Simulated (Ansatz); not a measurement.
# Calculations on Ca10Mg2S

Part 1: Relaxation

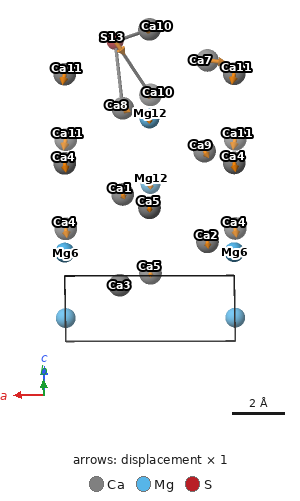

This is a constrained relaxation of a slab of composition Ca10Mg2S. The starting structure is drawn; orange arrows show the displacements, at their true length.

The picture is a ball-and-stick view of the cell of the calculation, outlined in the plane, without the vacuum, seen from a free direction.

It is S on Ca5Mg(100), set down by a guess. The run prepares an end point of a later path (adatom hop) calculation, from a guessed geometry. 2 atoms are held fixed.

Method: DFT PBE, scalar-relativistic, plane waves, PAW in Ansatz 0.2.0. Settings: plane-wave cutoff 420 eV; k-point mesh 3 × 3 × 1; occupations gaussian; smearing width 0.05 eV; no spin polarisation; atoms relaxed in a fixed cell; force threshold 0.03 eV/Å; at most 60 steps.

Question: What did the optimiser do to the structure, and how much energy did it gain?

Answer: Ca7 moves most: 0.76 Å within the plane. By element the largest moves are Ca 0.76 Å, S 0.71 Å, Mg 0.24 Å. The lattice vectors keep their values. Among the contacts that change: Ca10–S13 3.492 → 2.699 Å, Ca7–S13 3.121 → 2.723 Å, Ca10–S13 (another image) 3.520 → 3.860 Å, Ca8–S13 2.883 → 2.709 Å. Among the angles between lasting bonds that change: Ca8–S13–Ca10 73.1° → 85.2°, Ca7–S13–Ca10 108.1° → 112.0°, Ca7–S13–Ca8 80.5° → 82.9°. After 11 accepted moves (12 points after the start) the energy has fallen by 0.777 eV per cell of the calculation. The largest force component goes from 1.1 to 0.014 eV/Å. The line search rejected the trial step at point 9 of the run.

Limits of the set-up: the periodic images lie only 6.2 Å apart, so the values are limited by the cell's size.

Part 2: Relaxation

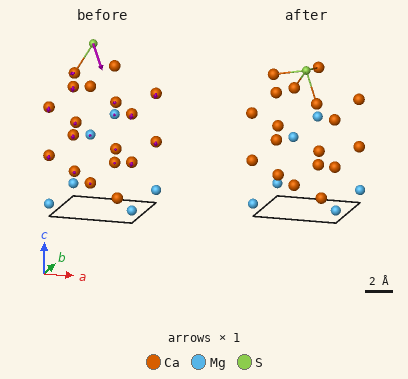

The structure of a slab of composition Ca10Mg2S before (left) and after (right) a constrained relaxation, at one scale. The purple arrows give the displacements, at their true length.

The picture is a ball-and-stick view of the cell of the calculation, outlined in the plane, without the vacuum, seen slightly off an axis.

It is S on Ca5Mg(100), set down by a guess. The run prepares an end point of a later path (adatom hop) calculation, from a guessed geometry. 2 atoms are held fixed.

Method: DFT PBE, scalar-relativistic, plane waves, PAW in Ansatz 0.2.0. (plane-wave cutoff 420 eV; k-point mesh 3 × 3 × 1; occupations gaussian; smearing width 0.05 eV; no spin polarisation; atoms relaxed in a fixed cell; force threshold 0.03 eV/Å; at most 60 steps)

### What changed between the two?

The atom that moves furthest is the S atom (2.20 Å at 19° to the normal (−c side)). By element the largest moves are S 2.20 Å, Ca 0.49 Å, Mg 0.21 Å. The cell doesn't change. Among the contacts that change: Ca–S 4.839 → 2.706 Å, Ca–S 4.065 → 3.156 Å, Ca–S 2.869 → 2.660 Å, Ca–Ca 3.683 → 3.517 Å. New bonds form, among them: Ca–S (4.07 → 3.16 Å), Ca–S (4.84 → 2.71 Å). The energy falls by 2.886 eV per cell of the calculation in 14 geometry steps. The largest force component goes from 2.4 to 0.0048 eV/Å. The run took 67 s on 4 threads of Intel(R) Xeon(R) Platinum 8488C (Sapphire Rapids), on a shared host, peak memory 1.7 GiB.

Limits of the set-up: the periodic images lie only 6.2 Å apart, so the values are limited by the cell's size.

Part 3: Path

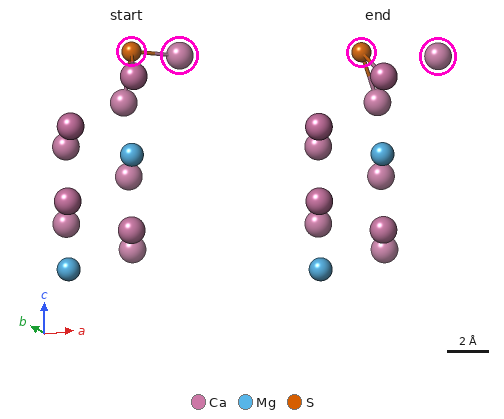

The two relaxed end points of a path for S on Ca5Mg(100) (13 atoms in the cell). The picture is a ball-and-stick view of the simulation cell, with the vacuum cut short (origin moved), seen slightly off an axis. The atoms that move most are ringed. Bonds to atoms that aren't drawn are left out.

Computed with DFT PBE, scalar-relativistic, plane waves, PAW in Ansatz 0.2.0.

The input:
```yaml
crystal:
  lattice:
    - [6.606612, 0.0, 0.0]
    - [0.0, 6.210269, 0.0]
    - [0.0, 0.0, 22.601271]
  atoms:
    - { symbol: Ca, position: [0.64914829, 0.50018836, 0.20648537] }
    - { symbol: Ca, position: [0.15550995, 0.49955787, 0.11254095] }
    - { symbol: Ca, position: [0.6781056, 0.5, 0.0442453] }
    - { symbol: Ca, position: [0.99203384, -0.00130233, 0.1952313] }
    - { symbol: Ca, position: [0.49734258, -7.8e-07, 0.11966473] }
    - { symbol: Mg, position: [0.0, 0.0, 0.0442453] }
    - { symbol: Ca, position: [0.04742615, 0.49016729, 0.46613881] }
    - { symbol: Ca, position: [0.61356232, 0.51320556, 0.37021611] }
    - { symbol: Ca, position: [0.15143642, 0.49722465, 0.28425102] }
    - { symbol: Ca, position: [0.52364984, 0.0290819, 0.45868595] }
    - { symbol: Ca, position: [1.01354246, -0.0044673, 0.36124711] }
    - { symbol: Mg, position: [0.5003857, 0.00296901, 0.28668791] }
    - { symbol: S, position: [0.64577004, 0.43036942, 0.48751679] }
basis:
  ecutwfc: 420.0
kpoints:
  mp_grid: { grid: [3, 3, 1] }
hamiltonian:
  xc: pbe
scf:
  occupations: { method: gaussian, width: 0.05 }
  lower_state_search: "off"
neb:
  images: 3
  f_tol: 0.05
  initial_path: idpp
  max_iterations: 80
  constraints: [{ sites: [2, 5] }]
  final_atoms:
    - { symbol: Ca, position: [0.6504404, 0.5, 0.20747377] }
    - { symbol: Ca, position: [0.15563011, 0.5, 0.11307358] }
    - { symbol: Ca, position: [0.67810564, 0.5, 0.0442453] }
    - { symbol: Ca, position: [0.98938551, 0.0, 0.19529224] }
    - { symbol: Ca, position: [0.49563061, 0.0, 0.12049604] }
    - { symbol: Mg, position: [0.0, 0.0, 0.0442453] }
    - { symbol: Ca, position: [0.10104912, 0.5, 0.46297397] }
    - { symbol: Ca, position: [0.62230542, 0.5, 0.37173836] }
    - { symbol: Ca, position: [0.15463125, 0.5, 0.28430083] }
    - { symbol: Ca, position: [0.49863415, 0.0, 0.46060562] }
    - { symbol: Ca, position: [0.98659973, 0.0, 0.36059208] }
    - { symbol: Mg, position: [0.48789791, 0.0, 0.2887202] }
    - { symbol: S, position: [0.49612414, 0.5, 0.4856505] }
  order_check: true
```

Launched with:
```bash
ansatz run input.yaml --threads 4 --pin off --max-ram 10240MiB --backend cpu --events-out ev --progress --plain --runs-dir out
```

Question: Predict the minimum-energy path and its barrier.

Answer: Forward barrier 0.065 eV, backward barrier 0.195 eV, with image 2 at the top; the reaction energy is −0.130 eV. The S atom travels furthest, 1.08 Å from end to end, on a path that bends up to 0.15 Å away from the straight line. At the highest image its nearest neighbour (Ca) is 2.68 Å away, against 2.70 Å at the start, and the surrounding atoms stand up to 0.13 Å off the mean of their end positions. The band converged in 5 iterations, with a climbing image at the top.

Energies of the converged images:

| image | path (Å) | E (eV) |
| --- | --- | --- |
| 0 | 0.00 | 0.000 |
| 1 | 0.29 | 0.014 |
| 2 | 0.58 | 0.065 |
| 3 | 1.03 | -0.107 |
| 4 | 1.48 | -0.130 |

The geometry at the top of the path:

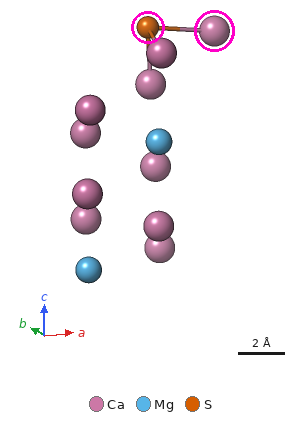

Limits of the set-up: the periodic images lie only 6.2 Å apart, so the values are limited by the cell's size.
